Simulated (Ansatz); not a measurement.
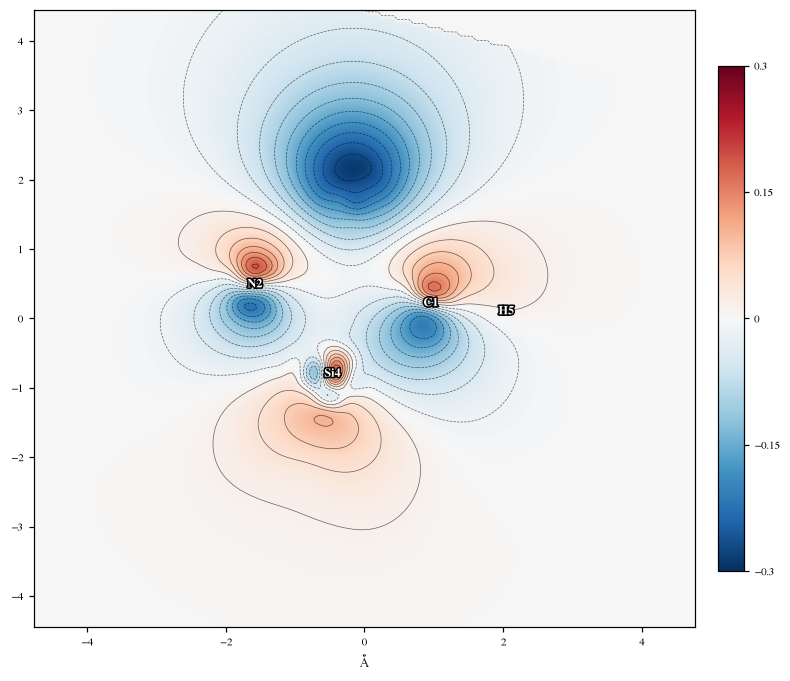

Figure 1: CH$_{3}$NSi$_{2}$. One frontier orbital on the plane of atoms C1, Si4 and N2 (values in Å⁻³ᐟ²; the overall sign is arbitrary).

Geometry: r2SCAN-D4/def2-SVP.

These are results of Ansatz 0.2.0, isolated molecule in a Gaussian basis; Kohn-Sham density functional theory, functional PBE0, not measurements.

```yaml
atoms:
  - { symbol: C, position_ang: [0.8812, -2.7010, 1.5322] }
  - { symbol: N, position_ang: [0.5790, -0.1920, 1.1835] }
  - { symbol: Si, position_ang: [0.1467, -1.3578, 2.5639] }
  - { symbol: Si, position_ang: [0.7780, -1.5852, 0.2052] }
  - { symbol: H, position_ang: [1.0174, -3.7715, 1.6792] }
  - { symbol: H, position_ang: [0.0983, 0.6826, 0.9903] }
  - { symbol: H, position_ang: [0.4320, -1.5978, -1.2566] }
```

> Which orbital is it: HOMO or LUMO?

The LUMO, at −1.97 eV. Its weight (Hirshfeld) is mainly on Si4 (about 50 %), Si3 (about 35 %) and C1 (about 5 %); π-antibonding (π*) across Si4–Si3.
